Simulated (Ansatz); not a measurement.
**GeH3Br (SMILES [GeH3][Br]): RPA@PBE0/aug-cc-pVDZ**

What is the vertical electron affinity of GeH3Br at RPA@PBE0/aug-cc-pVDZ? 

The results are computed with Ansatz 0.2.0.

50 further runs of the same task are left out: 8 that didn't finish, 42 set aside as unsound or not needed.

## 1. The system as given

GeH3Br: 5 atoms, total charge 0, spin state singlet. As SMILES, `[GeH3][Br]`. The coordinates come from a PBE0-D4/def2-TZVP relaxation.

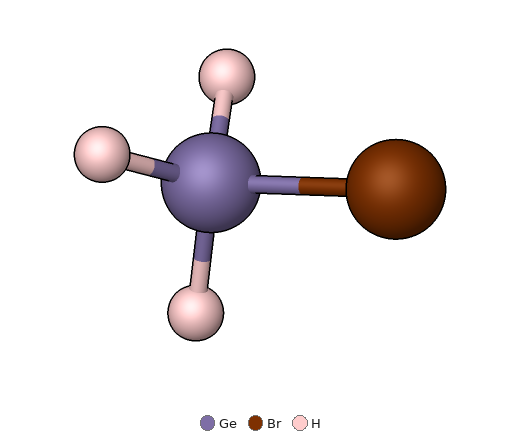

Viewed from a chosen angle; germanium purple, bromine brown, hydrogen pink.

## 2. The energy at RPA@PBE0/aug-cc-pVDZ

The input, job.yaml:

```yaml
crystal:
  periodic: [false, false, false]
  atoms:
    - {symbol: Ge, position_ang: [0.139040, 0.013690, -0.129150]}
    - {symbol: Br, position_ang: [-1.548450, -0.152490, 1.438270]}
    - {symbol: H, position_ang: [0.128210, 1.452190, -0.655100]}
    - {symbol: H, position_ang: [-0.172230, -0.995930, -1.238090]}
    - {symbol: H, position_ang: [1.453450, -0.317450, 0.584070]}
basis:
  gaussian:
    orbitals: aug-cc-pVDZ
accuracy: high
hamiltonian:
  xc: pbe0
correlation:
  method: rpa
  frozen_orbitals: {Br: 9, Ge: 9, H: 0}
```

Started as:

```
$ ansatz run job.yaml --threads 1 --pin off --max-ram 3480MiB --events-out events.jsonl --progress --plain --runs-dir runs
```

Log:

```text
Warning: RAYON_NUM_THREADS=1 ignored (pool sized by the plan → 1); use --threads N
Functional definition: PBE0
  name "PBE0"
  parameter a = 0.25
  parameter kappa = 0.804
  parameter beta = 0.06672455060314922
  exchange = (1 - a)*pbe_x(kappa = kappa, mu = beta*pi^2/3) + a*exact_x
  correlation = pbe_c(beta = beta)
1965 factors; integrals over basis functions are off by at most 4.5e-9 eV
mean field evaluation 1: about -126597.2072 eV, gradient 9.0e0 eV
mean field evaluation 2: about -126597.2385 eV, gradient 8.9e0 eV
mean field evaluation 4: about -126597.4768 eV, gradient 1.0e0 eV
mean field evaluation 8: about -126597.4802 eV, gradient 1.3e-2 eV
mean field evaluation 16: about -126597.4802 eV, gradient 1.9e-7 eV
mean field -126597.48017551 eV, -4652.3715855960 hartree, gradient 1.8e-8 eV, S^2 0.000000; 0 other end points of the search recorded, 0 dependent functions left out
18 core orbitals not correlated: weight in the atoms' cores, before any rotation towards them, 1.000 or more for the frozen orbitals, at most 0.000 for the correlated occupied ones
reference -126519.00743892 eV, -4649.4877657169 hartree; 17, 17 occupied and 64, 64 virtual orbitals, 1965 factors
Total energy: -126530.60716049 eV, -4649.9140476220 hartree
```

It took 17 s on 1 thread of Arm Neoverse V1, shared host; peak memory 0.37 GiB.

## 3. The doublet anion, same level

The input, run.yaml:

```yaml
basis:
  gaussian:
    orbitals: aug-cc-pVDZ
crystal:
  periodic: [false, false, false]
  atoms:
    - symbol: Ge
      position_ang: [0.139040, 0.013690, -0.129150]
    - symbol: Br
      position_ang: [-1.548450, -0.152490, 1.438270]
    - symbol: H
      position_ang: [0.128210, 1.452190, -0.655100]
    - symbol: H
      position_ang: [-0.172230, -0.995930, -1.238090]
    - symbol: H
      position_ang: [1.453450, -0.317450, 0.584070]
total_charge: -1
magnetization:
  spin_polarized: true
  initial_magnetization: 1
hamiltonian:
  xc: {name: PBE0}
correlation:
  method: rpa
  frozen_orbitals: {Br: 9, Ge: 9, H: 0}
accuracy: high
```

Started as:

```
$ ansatz run run.yaml --threads 1 --pin off --max-ram 3480MiB --events-out events.jsonl --progress --plain --runs-dir runs
```

Log, cut to the lines that bear on the results:

```text
Warning: RAYON_NUM_THREADS=1 ignored (pool sized by the plan → 1); use --threads N
[... 2 set-up lines as earlier in the session ...]
[...]
1966 factors; integrals over basis functions are off by at most 4.5e-9 eV
[...]
mean field -126597.19558639 eV, -4652.3611271385 hartree, gradient 5.5e-8 eV, S^2 0.750574; 11 other end points of the search recorded, 0 dependent functions left out
18 core orbitals not correlated: weight in the atoms' cores, before any rotation towards them, 1.000 or more for the frozen orbitals, at most 0.000 for the correlated occupied ones
reference -126518.02878656 eV, -4649.4518009062 hartree; 18, 17 occupied and 63, 64 virtual orbitals, 1966 factors
Total energy: -126530.21421172 eV, -4649.8996070212 hartree
```

Run time: 77 s. Hardware: 1 thread of Arm Neoverse V1, shared host; peak memory 0.71 GiB.

## 4. Results

Level: RPA@PBE0/aug-cc-pVDZ, 18 core orbitals frozen.

| quantity | value |
| --- | --- |
| singlet GeH3Br: total energy | -4649.91405 Eh |
| singlet GeH3Br: RPA correlation energy (valence) | -426.3 mEh |
| doublet anion: total energy | -4649.89961 Eh |
| doublet anion: RPA correlation energy (valence) | -447.8 mEh |
| doublet anion: ⟨S²⟩ of the reference determinant | 0.751 |
| vertical electron affinity (to the doublet anion) | -0.393 eV |

**Reading.** The anion lies 0.39 eV (37.9 kJ/mol) above the neutral: the electron isn't bound at this level, and such a value depends on the basis.
